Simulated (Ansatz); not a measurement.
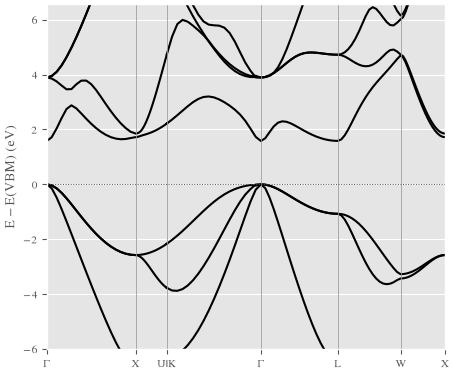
Figure: Band structure from PBE (plane waves, PAW; program Ansatz)

Question: Read off the gap and where the band edges lie.

Answer: About 1.6 eV (1.58 eV by a search for the band edges); maximum at Γ, minimum at Γ.

The material is GaP (zinc blende, F-43m).

The PBE relaxation kept the symmetry of its start. Scalar-relativistic: spin–orbit coupling is off unless named, which matters more the heavier the elements.

Potentials: the earlier of the program's two PAW sets.
